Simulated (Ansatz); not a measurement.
# BF₂H₃Sn: what the fields show

The calculation's input:

```
crystal:
  periodic: [false, false, false]
  atoms:
    - { symbol: F, position_ang: [1.6774, -1.7319, 0.4441] }
    - { symbol: B, position_ang: [0.2982, -1.1398, 0.5803] }
    - { symbol: F, position_ang: [-0.7167, -1.8315, 1.3605] }
    - { symbol: Sn, position_ang: [-0.1479, 0.7877, -0.412] }
    - { symbol: H, position_ang: [-1.72374, 1.32416, -0.09157] }
    - { symbol: H, position_ang: [0.16189, 0.63944, -2.1557] }
    - { symbol: H, position_ang: [1.01244, 1.99057, 0.21063] }
basis:
  gaussian: { orbitals: def2-SVPD }
hamiltonian:
  xc: r2scan
  dispersion: d4
relax:
  f_tol: 0.015
  max_steps: 40
output:
  orbitals: {}
```

Launched as:

```sh
ansatz run input.yaml --threads 2 --pin off --max-ram 3072MiB --backend cpu --events-out ev --progress --plain --runs-dir out
```

The fields are those of the relaxed geometry.

Core potentials replace the inner electrons of Sn.

Computed with RKS r2SCAN-D4/def2-SVPD (Ansatz).

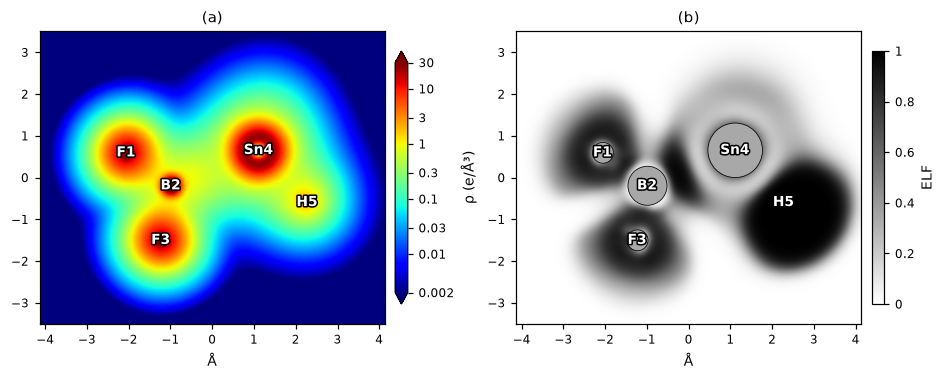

Figure 1. (a) electron density; (b) electron localisation function on the plane of atoms F3, B2 and Sn4. Grey discs cover the atomic cores in the ELF map.

Q: What do the fields say about this system?

A:
- The section cuts through F, B, Sn and H sites.
- B–F (1.33 Å): ρ at the midpoint is about 2.2 e/Å³; the ELF peaks at about 0.85 between the atoms (a polar covalent bond).
- Sn–B (2.27 Å): the density is about 0.62 e/Å³ at the midpoint; the ELF peaks at about 1 in the valence shell of B, 0.8 Å from its nucleus, and drops to about 0.20 between the two atoms.
- Sn–H (1.71 Å): the density is about 1.2 e/Å³ at the midpoint; the ELF climbs to about 1 towards the hydrogen.
- The ELF also peaks beside F3 and F1, away from the bonds: lone-pair regions.

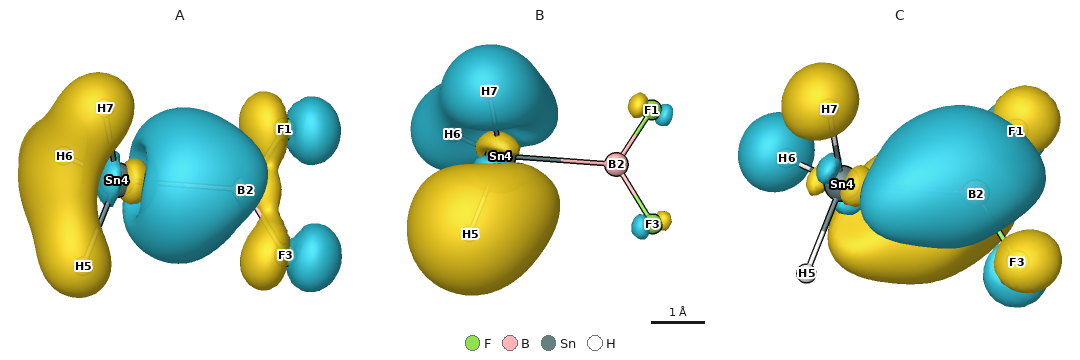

Figure 2. Three frontier orbitals at ±0.1 Å⁻³ᐟ² (yellow and cyan are the two phases), in no order.

Q: Order the three orbitals by energy and name them.

A: B is the HOMO−1 (−8.37 eV). It lies mainly on Sn4 (about 45 %), H5 (about 35 %), H6 (about 10 %) and H7 (about 10 %). A is the HOMO (−7.75 eV). It lies mainly on Sn4 (about 35 %), B2 (about 30 %), F3 (about 10 %) and F1 (about 10 %). C is the LUMO (−1.91 eV). Its weight (Hirshfeld) is mainly on B2 (about 45 %), Sn4 (about 25 %), F3 (about 10 %) and F1 (about 10 %).

Q: What is the HOMO–LUMO gap?

A: 5.84 eV between the orbital energies.
